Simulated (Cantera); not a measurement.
A closed system holds: 1 mol Ta2O5, 0.59 mol CO, equilibrated at 75.0 Torr.

Cantera equilibrium calculation (NASA polynomials, part measured and part estimated; ideal gas, pure solids and liquids). Candidate condensed phases: C, Ta, TaC, Ta2O5; 15 gas species. Mutual solubility and eutectic melting of coexisting phases are not modelled. TaC: taken at fixed stoichiometry. Condensed phases not in the tables: Ta2C. Equilibrium is a limit: real reactors are often held back by kinetics, nucleation or transport.

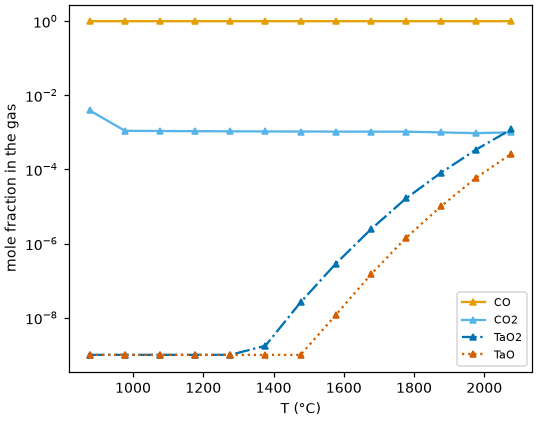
Figure: Equilibrium gas composition (values under 1e-9 drawn at 1e-9)

At 877 °C the condensed part is C(graphite) + Ta2O5(s). From 977 °C to 1777 °C the condensed part is TaC(s) + Ta2O5(s). From 1877 °C to 1977 °C the condensed part is TaC(s) + Ta2O5(l). At 2077 °C the condensed part is Ta2O5(l).
